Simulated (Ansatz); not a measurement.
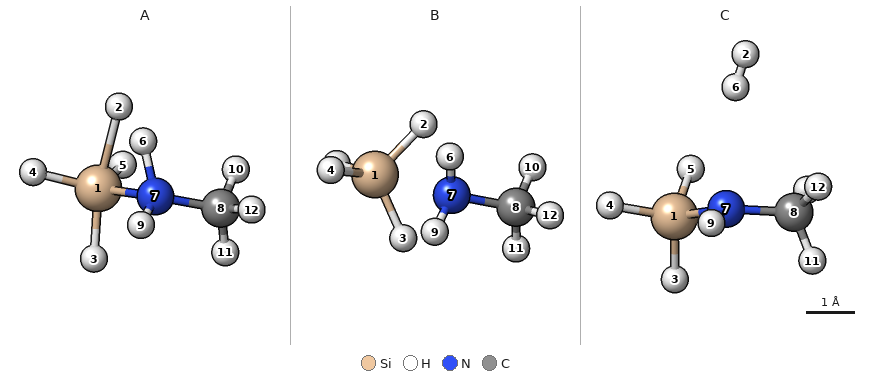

Three geometries of CH₉NSi: a saddle point and the two minima that it joins, in shuffled order. The picture is a ball-and-stick view, seen at a tilt. Sticks join atoms that are closer than about 1.2 times the sum of their covalent radii (a little more with hydrogen).

Stationary points at PBE0-D4/def2-TZVP, single-point energies with CCSD(T)/CBS, PBE-QIDH, SPW92 (LDA), PBE0-D4 (def2-TZVPP where no basis is named; Ansatz 0.2.0). The energies are electronic, without zero-point or thermal terms, and both ends are the minima reached downhill from the saddle, with any fragments still in contact. CCSD(T)/CBS stands for a frozen-core estimate: MP2 correlation extrapolated from def2-TZVPP and def2-QZVPP, CCSD(T) minus MP2 from the smaller set.

**Identify the saddle point and describe the reaction.**

Frame A is the saddle point. Counted by bonded pieces, B holds CH₅N + SiH₄ and C holds CH₇NSi + H₂. From B over the saddle to C, bonds form: Si1–N7 (2.87 → 1.87 → 1.72 Å), H2–H6 (3.03 → 1.16 → 0.75 Å). Bonds break: Si1–H2 (1.48 → 1.91 → 4.26 Å), H6–N7 (1.01 → 1.20 → 2.64 Å). The saddle has one imaginary mode, 1347i cm⁻¹. With CCSD(T)/CBS the barrier is 43.4 kcal/mol from B and 47.0 kcal/mol from C, and C lies 3.6 kcal/mol below B.

```
      level  barrier from B (kcal/mol)  barrier from C (kcal/mol)  C less B (kcal/mol)
CCSD(T)/CBS                       43.4                       47.0                 −3.6
   PBE-QIDH                       42.0                       44.7                 −2.7
SPW92 (LDA)                       29.0                       30.1                 −1.0
    PBE0-D4                       39.2                       41.1                 −1.9
```

Against CCSD(T)/CBS, PBE-QIDH comes closest on the barrier from B (−1.4 kcal/mol) and SPW92 (LDA) misses most (−14.4 kcal/mol).

Limits of the set-up: the start holds two separate molecules, 2.8 Å apart at their closest, whose relative position is a soft coordinate.
